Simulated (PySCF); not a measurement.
C3H11AlO5SSi, SMILES O(C)[Si](OC)(OC)[S][Al]([OH])[OH], singlet at its GFN2-xTB optimised geometry (Å):

```
22

Si     0.7193    -0.9628    -1.6486
O      1.3818     0.3408    -2.3579
C      0.7286     1.5613    -2.6230
O      1.8820    -2.0792    -1.6155
C      2.5058    -2.6349    -2.7404
O      0.5001    -0.6476     0.0000
C      1.5583    -0.4012     0.9045
S     -1.2477    -1.4305    -2.1627
Al    -1.4260    -0.6476     0.0000
O     -1.7400     0.9746     0.0000
O     -1.8811    -1.7803     1.1029
H     -0.0664     1.4095    -3.3543
H      1.4749     2.2493    -3.0186
H      0.2924     1.9669    -1.7080
H      1.7884    -3.2176    -3.3189
H      3.3070    -3.2815    -2.3846
H      2.9153    -1.8477    -3.3729
H      2.2302    -1.2602     0.9186
H      1.1299    -0.2454     1.8926
H      2.1118     0.4883     0.5971
H     -2.2302     1.7803     0.0279
H     -2.1008    -2.6164     1.4799
```

Calculation: PBE0/def2-SVP (PySCF). Cells within 0.4 Å of a nucleus heavier than hydrogen are left out (blank, or x).

Map of the HOMO amplitude (bohr^(-3/2)) on the plane z = 0.0 Å; orbital energy -6.67 eV, overall sign arbitrary:

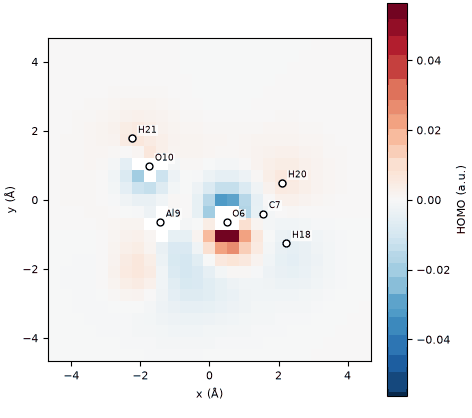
Figure: HOMO amplitude (bohr^(-3/2)) on the plane z = 0.0 Å.
